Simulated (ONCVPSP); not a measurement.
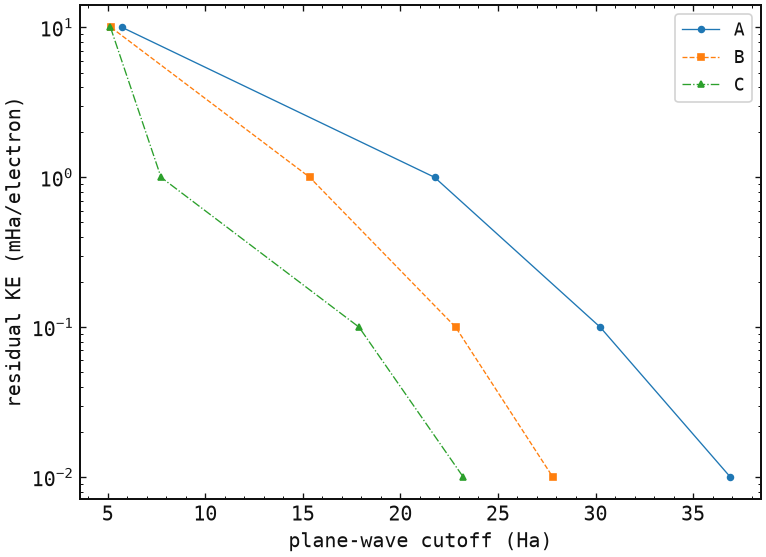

The residual kinetic energy of the 4s wave for 3 variants of one potential.

Base settings:

```
Element                 : Cr (Z = 24)
Generator               : ONCVPSP 4.0.1
Type                    : optimised norm-conserving Vanderbilt (ONCV)
Functional              : PBE
Relativity              : fully relativistic
Frozen core             : [Ne]
Valence charge          : 14
Reference configuration : 3s2 3p6 3d5 4s1
Partial waves           : 3s+4s: rc 1.55 bohr, ncon 4, nbas 8, qcut 7.9 1/bohr, 2 projectors; 3p: rc 0.85 bohr, ncon 4, nbas 8, qcut 10.8 1/bohr, 2 projectors, debl 0.7 Ha; 3d: rc 1.05 bohr, ncon 4, nbas 7, qcut 7.9 1/bohr, 2 projectors, debl 1.5 Ha
Local potential         : polynomial inside 0.60 bohr (lpopt 3, dvloc0 6 Ha)
Core correction         : Teter function, fcfact 5, rcfact 1.75
```

In the p channel the program set the typed energies aside and used -1.657, 0.250 Ha.

**Match the curves to these variants:**
1. base
2. s: qcut 10.2
3. all radii scaled by 1.19 (s 1.84, p 1.02, d 1.26 bohr)

A = 2, B = 1, C = 3.

**What did the other tests of these runs give?**

A: loose cutoff 153 Ha; bound ghosts flagged none; 1 of 4 tests not solved. B: loose cutoff 153 Ha; bound ghosts flagged none; 1 of 4 tests not solved. C: loose cutoff 101 Ha; bound ghosts flagged none; 1 of 4 tests not solved. The loose cutoff is the first of the cutoffs at which the residual kinetic energy of the hardest occupied pseudo-wave falls to 1 and 0.1 mHa per electron.
